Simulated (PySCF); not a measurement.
C3H3BrO, SMILES `O=C/C=C\Br`.

Computed with PySCF, PBE0/def2-SVPD, geometry: GFN2-xTB. No frequency check shows the geometry to be a minimum. GFN2-xTB bond lengths at metals and heavier atoms can be off by up to 0.1 Å and shapes distorted, which carries into these values.

Input script:

```python
import numpy as np
from pyscf import gto, scf, dft, tdscf
from pyscf.scf import atom_ks, atom_hf
from scipy.linalg import block_diag

def solve(mol, dm0=None, hcore=None):
    mf = (dft.UKS if mol.spin else dft.RKS)(mol, xc='pbe0')
    mf.grids.level = 3
    mf = mf.density_fit(auxbasis='def2-universal-jkfit')
    mf.conv_tol, mf.max_cycle = 1e-8, 80
    if hcore is not None:
        mf.get_hcore = lambda *args: hcore
    mf.kernel(dm0)
    if not mf.converged:
        mf = mf.newton().run(mf.mo_coeff, mf.mo_occ, max_cycle=30)
    assert mf.converged, 'SCF not converged'
    return mf

mol = gto.M(atom='''
O      3.11779     0.55966     0.00000
C      1.92640     0.39357     0.00000
C      1.27942    -0.91968     0.00000
C     -0.03550    -1.12688     0.00000
Br    -1.33316     0.23083     0.00000
H      1.22539     1.24844     0.00000
H      1.94411    -1.77324     0.00000
H     -0.47311    -2.11369     0.00000
''', basis='def2-svpd', charge=0, spin=0, verbose=4)
mf = solve(mol)
td = mf.TDA()
td.nstates, td.singlet, td.conv_tol = 6, True, 1e-5
td.kernel()
td.analyze()
x, y = np.array([p[0] for p in td.xy]), np.array([p[1] + 0 * p[0] for p in td.xy])
f, mu = td.oscillator_strength(), td.transition_dipole()
nto = [td.get_nto(state=i + 1, verbose=4) for i in range(len(td.e))]
# spherically averaged free atoms, for the promolecule
atm = atom_ks.get_atm_nrks(mol, xc='pbe0')
pro = block_diag(*[(atm[a[0]][2] * atm[a[0]][3]) @ atm[a[0]][2].T for a in mol._atom])
np.savez('result.npz', e=td.e, f=f, ok=td.converged, w=[n[0] for n in nto], nto=[n[1] for n in nto], x=x, y=y, c=mf.mo_coeff, occ=mf.mo_occ, eps=mf.mo_energy, pro=pro, mu=mu)
```

Command:

```sh
OMP_NUM_THREADS=1 python input.py
```

The run took 6.4 min on 1 thread of AMD EPYC (Zen 3), with other jobs on the host, peak memory 0.75 GiB.

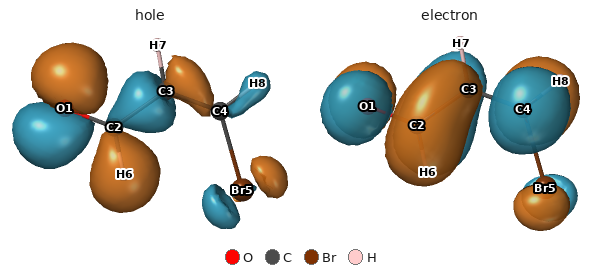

Leading natural transition orbital pair of S₁ (TDA singlet states); the surfaces enclose about 85 % of each orbital's density.

**Give its energy, strength and character.**

3.43 eV (361 nm), f = 0.000 (very weak), n → π*; the leading pair carries 100 %; hole on O1 (61 %), C2 (13 %) and H6 (9 %), electron on C2 (28 %), O1 (26 %) and C4 (21 %); their centroids lie 1.1 Å apart. In canonical orbitals it is mainly HOMO → LUMO (97 %). The HOMO–LUMO gap is 5.35 eV.
